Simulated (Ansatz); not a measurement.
**CH₃Cl₃Hf: a spread of methods and bases**

How do the results and run time of CH₃Cl₃Hf respond when the settings are drawn wide?

Method: the settings change from run to run; program: Ansatz 0.2.0, Gaussian basis.

## 1. The relaxed structure

The structure was relaxed beforehand with PBE0-D4 in a triple-zeta def2 set. Hf takes a core potential in def2 sets; no spin-orbit term is included.

SMILES `[CH3][Hf]([Cl])([Cl])[Cl]`, 8 atoms, charge 0, spin multiplicity 1.

Atoms are counted from 1 here; the program's logs count them from 0.

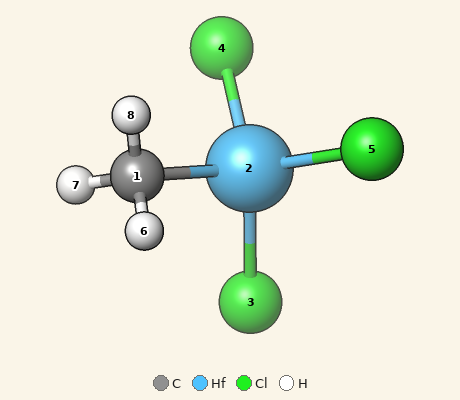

The geometry (carbon grey, hafnium blue, chlorine green, hydrogen white); atoms are numbered from 1 in the order of the file.

## 2. wB97X-V/def2-mTZVP

Set apart from the defaults: atoms shaken by 0.15 Å.

File in.yaml:

```yaml
crystal:
  periodic: [false, false, false]
  atoms:
    - {symbol: C, position_ang: [-1.054329, -0.096406, 0.769861]}
    - {symbol: Hf, position_ang: [0.775143, 0.227977, -0.754433]}
    - {symbol: Cl, position_ang: [2.787760, -1.097498, 0.469508]}
    - {symbol: Cl, position_ang: [0.002695, -0.472707, -2.719889]}
    - {symbol: Cl, position_ang: [1.405764, 2.431922, -0.788594]}
    - {symbol: H, position_ang: [-0.579332, 0.400481, 1.936158]}
    - {symbol: H, position_ang: [-1.222560, -1.258644, 0.929666]}
    - {symbol: H, position_ang: [-1.791205, 0.693568, 0.351366]}
basis:
  gaussian: {orbitals: def2-mTZVP}
hamiltonian: {xc: {name: wB97X-V}}
output: {forces: true}
```

Run with:

```console
ansatz run in.yaml --threads 4 --pin off --events-out ev --progress --plain --max-ram 10444MiB
```

What it wrote (excerpt; [...] marks lines left out):

```text
Functional definition: wB97X-V
  name "wB97X-V"
  cite "Mardirossian & Head-Gordon, Phys. Chem. Chem. Phys. 16, 9904 (2014) doi:10.1039/C3CP54374A"
  cite "Becke, J. Chem. Phys. 107, 8554 (1997) doi:10.1063/1.475007"
  cite "Vydrov & Van Voorhis, J. Chem. Phys. 133, 244103 (2010) doi:10.1063/1.3521275"
[...]
      + integral(e_c_pw_opposite_spin*poly(b97_u_opposite, cos0, cos1)) + vv10(b, c)
1242 factors; integrals over basis functions are off by at most 1.2e-3 eV
345 factors; integrals over basis functions are off by at most 8.2e-6 eV
[...]
mean field -39959.23313827 eV, -1468.4747324905 hartree, gradient 3.9e-5 eV, S^2 0.000000; 0 other end points of the search recorded, 0 dependent functions left out
[...]
reference -39959.23313608 eV, -1468.4747324098 hartree; 36, 36 occupied and 94, 94 virtual orbitals, 1242 factors
Total energy: -39959.23313608 eV, -1468.4747324098 hartree
Atom 0 at    -1.054329    -0.096406     0.769861 Å, force     3.117799     1.421615     1.522661 eV/Å
Atom 1 at     0.775143     0.227977    -0.754433 Å, force     1.404789    -1.782313     4.756213 eV/Å
Atom 2 at     2.787760    -1.097498     0.469508 Å, force    -2.055137     1.251416    -1.399326 eV/Å
Atom 3 at     0.002695    -0.472707    -2.719889 Å, force    -0.665778    -0.632747    -1.786320 eV/Å
Atom 4 at     1.405764     2.431922    -0.788594 Å, force    -0.066332     0.594402    -0.053211 eV/Å
Atom 5 at    -0.579332     0.400481     1.936158 Å, force    -1.578036    -1.594430    -3.654308 eV/Å
Atom 6 at    -1.222560    -1.258644     0.929666 Å, force    -0.460817     2.726595    -0.450000 eV/Å
Atom 7 at    -1.791205     0.693568     0.351366 Å, force     0.303512    -1.984538     1.064291 eV/Å
Dipole moment:    -0.502078     0.188200    -0.328462 e Å
```

Wall time 9.5 s (4 threads of Arm Neoverse V2, shared host).

Largest force 5.270 eV/Å, dipole 3.02 D.

## 3. B2GP-PLYP/def2-mTZVP

This run has atoms shaken by 0.03 Å, the search for lower states set to light.

File in.yaml:

```yaml
crystal:
  periodic: [false, false, false]
  atoms:
    - {symbol: C, position_ang: [-0.919266, -0.128429, 0.733958]}
    - {symbol: Hf, position_ang: [0.740375, 0.136307, -0.630569]}
    - {symbol: Cl, position_ang: [2.530043, -1.075277, 0.314552]}
    - {symbol: Cl, position_ang: [0.088666, -0.734314, -2.702577]}
    - {symbol: Cl, position_ang: [1.213728, 2.420199, -0.632027]}
    - {symbol: H, position_ang: [-0.668586, 0.227378, 1.813338]}
    - {symbol: H, position_ang: [-1.185531, -1.225866, 0.769204]}
    - {symbol: H, position_ang: [-1.799840, 0.473629, 0.340623]}
basis:
  gaussian: {orbitals: def2-mTZVP}
hamiltonian: {xc: {name: B2GP-PLYP}}
scf: {lower_state_search: light}
output: {forces: true}
```

Launched as before.

What it wrote (excerpt; [...] marks lines left out):

```text
Functional definition: B2GP-PLYP
  name "B2GP-PLYP"
  cite "Karton, Tarnopolsky, Lamère, Schatz & Martin, J. Phys. Chem. A 112, 12868 (2008) doi:10.1021/jp801805p"
  cite "Becke, Phys. Rev. A 38, 3098 (1988) doi:10.1103/PhysRevA.38.3098"
  cite "Lee, Yang & Parr, Phys. Rev. B 37, 785 (1988) doi:10.1103/PhysRevB.37.785"
[...]
1242 factors; integrals over basis functions are off by at most 1.1e-3 eV
[...]
mean field -39936.86544130 eV, -1467.6527347882 hartree, gradient 8.2e-6 eV, S^2 0.000000; 0 other end points of the search recorded, 0 dependent functions left out
16 core orbitals not correlated: weight in the atoms' cores, before any rotation towards them, 1.000 or more for the frozen orbitals, at most 0.000 for the correlated occupied ones
reference -39936.86558647 eV, -1467.6527401229 hartree; 20, 20 occupied and 94, 94 virtual orbitals, 1242 factors
second order -25.21378049 eV of doubles, -0.00000000 eV of singles
[...]
Total energy: -39945.94254744 eV, -1467.9863122861 hartree
Atom 0 at    -0.919266    -0.128429     0.733958 Å, force    -0.667999     0.199011     1.210390 eV/Å
Atom 1 at     0.740375     0.136307    -0.630569 Å, force     0.574948    -0.215379     0.179925 eV/Å
Atom 2 at     2.530043    -1.075277     0.314552 Å, force    -0.100365     0.028078    -0.038425 eV/Å
Atom 3 at     0.088666    -0.734314    -2.702577 Å, force    -0.140233    -0.069524    -0.214545 eV/Å
Atom 4 at     1.213728     2.420199    -0.632027 Å, force     0.004588     0.325430    -0.037312 eV/Å
Atom 5 at    -0.668586     0.227378     1.813338 Å, force    -0.549660    -0.620641    -1.838439 eV/Å
Atom 6 at    -1.185531    -1.225866     0.769204 Å, force     0.037213     1.167346     0.083144 eV/Å
Atom 7 at    -1.799840     0.473629     0.340623 Å, force     0.841508    -0.814320     0.655262 eV/Å
Dipole moment:    -0.258390    -0.008722     0.136968 e Å
```

Wall time 7 s (4 threads of Arm Neoverse V2, shared host).

Largest force 2.017 eV/Å, dipole 1.41 D.

## 4. SPW92/def2-TZVPD

Set apart from the defaults: charge -1, multiplicity 2, atoms shaken by 0.08 Å, the search for lower states set to off.

File in.yaml:

```yaml
crystal:
  periodic: [false, false, false]
  atoms:
    - {symbol: C, position_ang: [-1.044967, 0.002529, 0.761553]}
    - {symbol: Hf, position_ang: [0.731103, 0.100927, -0.556559]}
    - {symbol: Cl, position_ang: [2.577029, -1.016978, 0.360297]}
    - {symbol: Cl, position_ang: [0.100264, -0.608698, -2.713649]}
    - {symbol: Cl, position_ang: [1.115272, 2.338105, -0.480019]}
    - {symbol: H, position_ang: [-0.697205, 0.446988, 1.669502]}
    - {symbol: H, position_ang: [-1.337142, -1.242829, 0.964061]}
    - {symbol: H, position_ang: [-1.782854, 0.404134, 0.384331]}
basis:
  gaussian: {orbitals: def2-TZVPD}
total_charge: -1
magnetization: {spin_polarized: true, initial_magnetization: 1}
hamiltonian: {xc: {name: SPW92}}
scf: {lower_state_search: off}
```

The command is unchanged.

What it wrote (excerpt; [...] marks lines left out):

```text
Functional definition: SPW92
  name "SPW92"
  cite "Dirac, Proc. Camb. Phil. Soc. 26, 376 (1930) doi:10.1017/S0305004100016108"
  cite "Slater, Phys. Rev. 81, 385 (1951) doi:10.1103/PhysRev.81.385"
  cite "Perdew & Wang, Phys. Rev. B 45, 13244 (1992) doi:10.1103/PhysRevB.45.13244"
[...]
1534 factors; their error is unknown
[...]
mean field -39833.31792967 eV, -1463.8474339228 hartree, gradient 7.3e-6 eV, S^2 0.751272; 0 other end points of the search recorded, 0 dependent functions left out
reference -39833.31798294 eV, -1463.8474358802 hartree; 37, 36 occupied and 208, 209 virtual orbitals, 1534 factors
Total energy: -39833.31798294 eV, -1463.8474358802 hartree
Checks for a lower state left out: stability, starts, cluster_reference, orbital_swaps, neighbouring_geometries, increment
```

It took 3.4 s on 4 threads of Arm Neoverse V2, shared host.

⟨S²⟩ 0.751.

## 5. wB97X-V/ANO-RCC-VTZP

Set apart from the defaults: unrestricted orbitals, a grid of angular degree 11, a point charge of 1.00 e beside it.

File in.yaml:

```yaml
crystal:
  periodic: [false, false, false]
  atoms:
    - {symbol: C, position_ang: [-0.915963, -0.146863, 0.720537]}
    - {symbol: Hf, position_ang: [0.781961, 0.125185, -0.614946]}
    - {symbol: Cl, position_ang: [2.517343, -1.112750, 0.325627]}
    - {symbol: Cl, position_ang: [0.083931, -0.696432, -2.680486]}
    - {symbol: Cl, position_ang: [1.196089, 2.417964, -0.632690]}
    - {symbol: H, position_ang: [-0.682616, 0.214734, 1.728625]}
    - {symbol: H, position_ang: [-1.189257, -1.205668, 0.795622]}
    - {symbol: H, position_ang: [-1.791478, 0.403819, 0.357711]}
basis:
  gaussian: {orbitals: ANO-RCC-VTZP, final_grid: {core_spheres: 5, valence_spheres: 4, degree: 11}, point_charges: [{charge: 1.00, position_ang: [6.114, -0.031, 0.875]}]}
magnetization: {spin_polarized: true, initial_magnetization: 0}
hamiltonian: {xc: {name: wB97X-V}}
output: {forces: true}
```

Launched as before.

What it wrote (excerpt; [...] marks lines left out):

```text
Functional definition: wB97X-V
  name "wB97X-V"
  cite "Mardirossian & Head-Gordon, Phys. Chem. Chem. Phys. 16, 9904 (2014) doi:10.1039/C3CP54374A"
  cite "Becke, J. Chem. Phys. 107, 8554 (1997) doi:10.1063/1.475007"
  cite "Vydrov & Van Voorhis, J. Chem. Phys. 133, 244103 (2010) doi:10.1063/1.3521275"
[...]
      + integral(e_c_pw_opposite_spin*poly(b97_u_opposite, cos0, cos1)) + vv10(b, c)
2043 factors; integrals over basis functions are off by at most 1.1e-3 eV
397 factors; integrals over basis functions are off by at most 6.4e-6 eV
[...]
mean field -449124.57345563 eV, -16505.0236469244 hartree, gradient 5.2e-5 eV, S^2 0.000000; 0 other end points of the search recorded, 0 dependent functions left out
[...]
reference -449124.57345165 eV, -16505.0236467783 hartree; 66, 66 occupied and 212, 212 virtual orbitals, 2043 factors
Total energy: -449124.57345165 eV, -16505.0236467783 hartree
Relativity: scalar
Atom 0 at    -0.915963    -0.146863     0.720537 Å, force     0.464590     0.040761    -0.284196 eV/Å
Atom 1 at     0.781961     0.125185    -0.614946 Å, force    -1.079449     0.396548    -0.566007 eV/Å
Atom 2 at     2.517343    -1.112750     0.325627 Å, force     0.513775    -0.110018     0.208576 eV/Å
Atom 3 at     0.083931    -0.696432    -2.680486 Å, force     0.255280     0.175655     0.571007 eV/Å
Atom 4 at     1.196089     2.417964    -0.632690 Å, force     0.056777    -0.440060     0.063516 eV/Å
Atom 5 at    -0.682616     0.214734     1.728625 Å, force    -0.002908    -0.008608     0.022157 eV/Å
Atom 6 at    -1.189257    -1.205668     0.795622 Å, force     0.006465    -0.010197     0.008300 eV/Å
Atom 7 at    -1.791478     0.403819     0.357711 Å, force    -0.036439     0.008333     0.002780 eV/Å
Dipole moment:    -0.628441     0.005947     0.022459 e Å
```

Run time: 61 s. Hardware: 4 threads of Arm Neoverse V2, shared host; peak memory 2.5 GiB.

Largest force 1.282 eV/Å, dipole 3.02 D, ⟨S²⟩ 0.000.

## 6. B3LYP5/def2-TZVP

Options: charge +1, multiplicity 2, restricted open-shell orbitals, finite nuclei.

in.yaml: that of step 5 with these lines changed.

```diff
@@ -12,5 +12,5 @@
 basis:
-  gaussian: {orbitals: ANO-RCC-VTZP, final_grid: {core_spheres: 5, valence_spheres: 4, degree: 11}, point_charges: [{charge: 1.00, position_ang: [6.114, -0.031, 0.875]}]}
-magnetization: {spin_polarized: true, initial_magnetization: 0}
-hamiltonian: {xc: {name: wB97X-V}}
-output: {forces: true}
+  gaussian: {orbitals: def2-TZVP, nuclear_model: gaussian}
+total_charge: 1
+magnetization: {spin_polarized: false, initial_magnetization: 1}
+hamiltonian: {xc: {name: B3LYP5}}
```

Same command.

What it wrote (excerpt; [...] marks lines left out):

```text
Functional definition: B3LYP5
  name "B3LYP5"
  cite "Stephens, Devlin, Chabalowski & Frisch, J. Phys. Chem. 98, 11623 (1994) doi:10.1021/j100096a001"
  cite "Becke, Phys. Rev. A 38, 3098 (1988) doi:10.1103/PhysRevA.38.3098"
  cite "Lee, Yang & Parr, Phys. Rev. B 37, 785 (1988) doi:10.1103/PhysRevB.37.785"
  cite "Vosko, Wilk & Nusair, Can. J. Phys. 58, 1200 (1980) doi:10.1139/p80-159"
[...]
1474 factors; their error is unknown
[...]
mean field -39953.03426251 eV, -1468.2469280078 hartree, gradient 3.3e-6 eV, S^2 0.750000; 12 other end points of the search recorded, 0 dependent functions left out
reference -39953.03456054 eV, -1468.2469389604 hartree; 36, 35 occupied and 164, 165 virtual orbitals, 1474 factors
Total energy: -39953.03456054 eV, -1468.2469389604 hartree
```

It took 39 s on 4 threads of Arm Neoverse V2, shared host; peak memory 1.2 GiB.

## 7. wB97X/def2-TZVPD

Options: atoms shaken by 0.15 Å.

File in.yaml:

```yaml
crystal:
  periodic: [false, false, false]
  atoms:
    - {symbol: C, position_ang: [-0.768916, 0.027598, 0.867230]}
    - {symbol: Hf, position_ang: [0.725072, 0.415192, -0.660777]}
    - {symbol: Cl, position_ang: [2.693889, -0.993140, 0.390515]}
    - {symbol: Cl, position_ang: [0.050378, -0.631396, -2.847060]}
    - {symbol: Cl, position_ang: [1.076249, 2.680594, -0.690505]}
    - {symbol: H, position_ang: [-0.332138, 0.078395, 1.605109]}
    - {symbol: H, position_ang: [-1.125368, -1.300478, 0.770474]}
    - {symbol: H, position_ang: [-1.636763, 0.320245, 0.351230]}
basis:
  gaussian: {orbitals: def2-TZVPD}
hamiltonian: {xc: {name: wB97X}}
```

The command is unchanged.

What it wrote (excerpt; [...] marks lines left out):

```text
Functional definition: wB97X
  name "wB97X"
  cite "Chai & Head-Gordon, J. Chem. Phys. 128, 084106 (2008) doi:10.1063/1.2834918"
  cite "Becke, J. Chem. Phys. 107, 8554 (1997) doi:10.1063/1.475007"
[...]
  # The coefficients of nought are those of the uniform gas.
[...]
      + exact_x_lr(omega)
[...]
      + integral(e_c_pw_opposite_spin*poly(b97_u_opposite, 1, cos1, cos2, cos3, cos4))
1579 factors; their error is unknown
405 factors; integrals over basis functions are off by at most 4.0e-5 eV
[...]
mean field -39965.58808253 eV, -1468.7082723845 hartree, gradient 5.1e-5 eV, S^2 0.000000; 0 other end points of the search recorded, 0 dependent functions left out
reference -39965.58801092 eV, -1468.7082697527 hartree; 36, 36 occupied and 209, 209 virtual orbitals, 1579 factors
Total energy: -39965.58801092 eV, -1468.7082697527 hartree
```

It took 11 s on 4 threads of Arm Neoverse V2, shared host; peak memory 0.81 GiB.

## 8. revPBE/x2c-TZVPPall

This run has atoms shaken by 0.15 Å.

File in.yaml:

```yaml
crystal:
  periodic: [false, false, false]
  atoms:
    - {symbol: C, position_ang: [-0.773224, -0.242572, 0.789067]}
    - {symbol: Hf, position_ang: [0.859446, -0.056671, -0.797118]}
    - {symbol: Cl, position_ang: [2.666408, -1.161869, 0.144683]}
    - {symbol: Cl, position_ang: [-0.101587, -0.857299, -2.627814]}
    - {symbol: Cl, position_ang: [1.302491, 2.407425, -0.487302]}
    - {symbol: H, position_ang: [-0.864593, 0.415500, 1.984821]}
    - {symbol: H, position_ang: [-1.013792, -1.418041, 1.052007]}
    - {symbol: H, position_ang: [-1.863939, 0.496903, 0.210497]}
basis:
  gaussian: {orbitals: x2c-TZVPPall}
hamiltonian: {xc: {name: revPBE}}
output: {forces: true}
```

The command is unchanged.

What it wrote (excerpt; [...] marks lines left out):

```text
Functional definition: revPBE
  name "revPBE"
  cite "Zhang & Yang, Phys. Rev. Lett. 80, 890 (1998) doi:10.1103/PhysRevLett.80.890"
  cite "Perdew, Burke & Ernzerhof, Phys. Rev. Lett. 77, 3865 (1996) doi:10.1103/PhysRevLett.77.3865"
[...]
2043 factors; their error is unknown
[...]
mean field -449138.08546215 eV, -16505.5202040055 hartree, gradient 3.3e-5 eV, S^2 0.000000; 0 other end points of the search recorded, 0 dependent functions left out
[...]
reference -449138.08554930 eV, -16505.5202072082 hartree; 66, 66 occupied and 230, 230 virtual orbitals, 2043 factors
Total energy: -449138.08554930 eV, -16505.5202072082 hartree
Relativity: scalar
Atom 0 at    -0.773224    -0.242572     0.789067 Å, force    -2.722071     1.587889     1.725909 eV/Å
Atom 1 at     0.859446    -0.056671    -0.797118 Å, force     0.164558     3.124415     3.785578 eV/Å
Atom 2 at     2.666408    -1.161869     0.144683 Å, force     0.082534    -0.251167    -0.167337 eV/Å
Atom 3 at    -0.101587    -0.857299    -2.627814 Å, force    -0.824402    -0.836266    -1.899938 eV/Å
Atom 4 at     1.302491     2.407425    -0.487302 Å, force    -0.291286    -1.768854    -0.550332 eV/Å
Atom 5 at    -0.864593     0.415500     1.984821 Å, force     0.798262    -2.008776    -3.531686 eV/Å
Atom 6 at    -1.013792    -1.418041     1.052007 Å, force    -0.033549     2.732739    -0.739261 eV/Å
Atom 7 at    -1.863939     0.496903     0.210497 Å, force     2.825955    -2.579981     1.377067 eV/Å
Dipole moment:    -0.153623    -0.320097    -0.146063 e Å
```

It took 6.5 s on 4 threads of Arm Neoverse V2, shared host; peak memory 0.69 GiB.

Largest force 4.911 eV/Å, dipole 1.84 D.

## 9. PBE0/def2-mTZVP

Set apart from the defaults: multiplicity 3.

File in.yaml:

```yaml
crystal:
  periodic: [false, false, false]
  atoms:
    - {symbol: C, position_ang: [-0.915963, -0.146863, 0.720537]}
    - {symbol: Hf, position_ang: [0.781961, 0.125185, -0.614946]}
    - {symbol: Cl, position_ang: [2.517343, -1.112750, 0.325627]}
    - {symbol: Cl, position_ang: [0.083931, -0.696432, -2.680486]}
    - {symbol: Cl, position_ang: [1.196089, 2.417964, -0.632690]}
    - {symbol: H, position_ang: [-0.682616, 0.214734, 1.728625]}
    - {symbol: H, position_ang: [-1.189257, -1.205668, 0.795622]}
    - {symbol: H, position_ang: [-1.791478, 0.403819, 0.357711]}
basis:
  gaussian: {orbitals: def2-mTZVP}
magnetization: {spin_polarized: true, initial_magnetization: 2}
hamiltonian: {xc: {name: PBE0}}
```

Same command.

What it wrote (excerpt; [...] marks lines left out):

```text
Functional definition: PBE0
  name "PBE0"
  cite "Adamo & Barone, J. Chem. Phys. 110, 6158 (1999) doi:10.1063/1.478522"
  cite "Perdew, Burke & Ernzerhof, Phys. Rev. Lett. 77, 3865 (1996) doi:10.1103/PhysRevLett.77.3865"
  parent pbe
[...]
1242 factors; integrals over basis functions are off by at most 1.1e-3 eV
[...]
mean field -39949.17888294 eV, -1468.1052454219 hartree, gradient 6.0e-6 eV, S^2 2.004492; 6 other end points of the search recorded, 0 dependent functions left out
reference -39949.17891677 eV, -1468.1052466651 hartree; 37, 35 occupied and 93, 95 virtual orbitals, 1242 factors
Total energy: -39949.17891677 eV, -1468.1052466651 hartree
```

Wall time 23 s (4 threads of Arm Neoverse V2, shared host).

⟨S²⟩ 2.004.

## 10. The runs in one table

| level | charge | multiplicity | geometry | functions | energy (eV) | time |
| --- | --- | --- | --- | --- | --- | --- |
| wB97X-V/def2-mTZVP | 0 | 1 | shaken | 130 | -39959.233 | 9.5 s |
| B2GP-PLYP/def2-mTZVP | 0 | 1 | shaken | 130 | -39945.943 | 7 s |
| SPW92/def2-TZVPD | -1 | 2 | shaken | 245 | -39833.318 | 3.4 s |
| wB97X-V/ANO-RCC-VTZP | 0 | 1 | relaxed, point charge | 278 | -449124.573 | 61 s |
| B3LYP5/def2-TZVP | 1 | 2 | relaxed | 200 | -39953.035 | 39 s |
| wB97X/def2-TZVPD | 0 | 1 | shaken | 245 | -39965.588 | 11 s |
| revPBE/x2c-TZVPPall | 0 | 1 | shaken | 296 | -449138.086 | 6.5 s |
| PBE0/def2-mTZVP | 0 | 3 | relaxed | 130 | -39949.179 | 23 s |

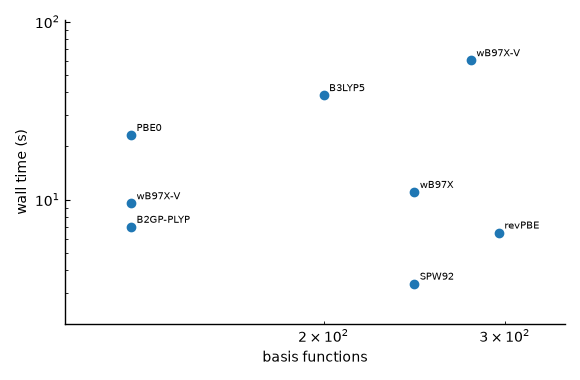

Wall time against the number of basis functions (shared host).

## 11. What came out

| quantity | value |
| --- | --- |
| runs | 8 |
| quickest | SPW92/def2-TZVPD, 3.4 s |
| slowest | wB97X-V/ANO-RCC-VTZP, 61 s |

**Reading.** The runs differ in state or geometry as well as level, so their energies can't be set against each other. wB97X-V/ANO-RCC-VTZP took 18 times as long as SPW92/def2-TZVPD. The jobs differ in tasks and options as well as level.
